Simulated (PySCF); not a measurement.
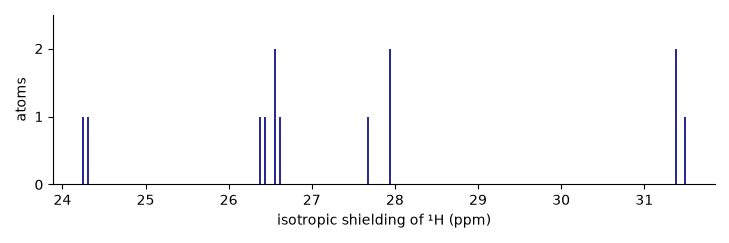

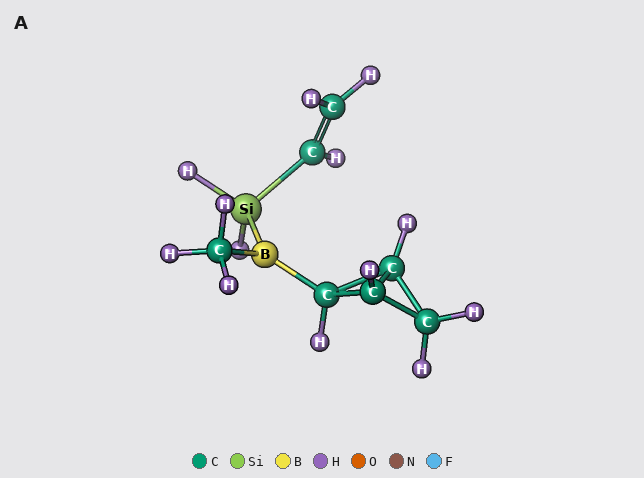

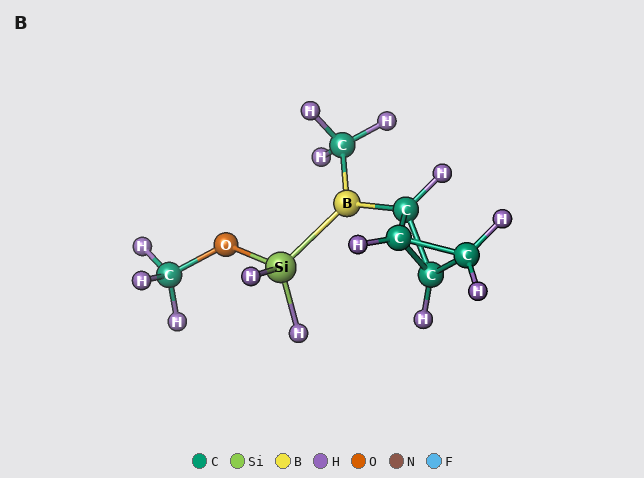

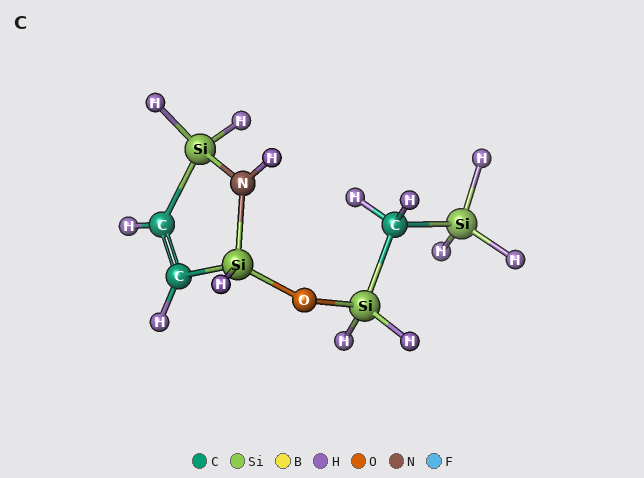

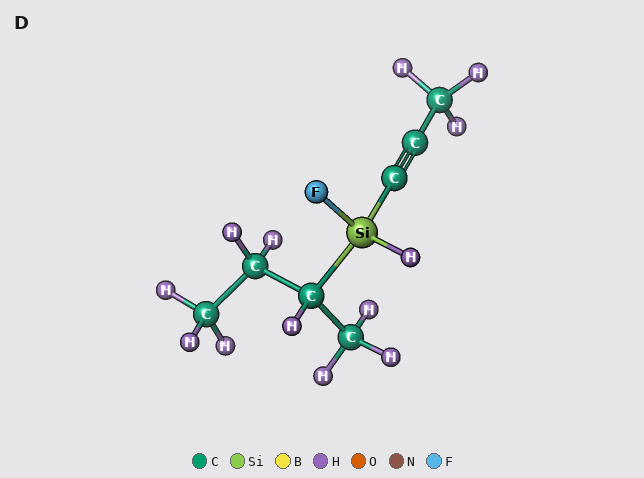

The sticks are computed shieldings of one of the molecules, for one fixed geometry (GFN2-xTB) without averaging over rotations. Low shielding means a high chemical shift. Method: GIAO PBE0/pcSseg-1 NMR shielding, non-relativistic, gas phase (PySCF 2.14.0).

Question: Match the spectrum to a structure.

Answer: C, `[SiH3]C[SiH2]O[Si@@H]1C=C[SiH2]N1`. Its 13 H atoms give lines at 24.25, 24.30, 26.37, 26.44, 26.56 (2 atoms), 26.62, 27.68, 27.95 (2 atoms), 31.38 (2 atoms), 31.49 ppm.

The geometry is semi-empirical. Around B, Si such bond lengths and angles can be off by a tenth of an ångström or more and by several degrees, and values that hang on the shape move with them.
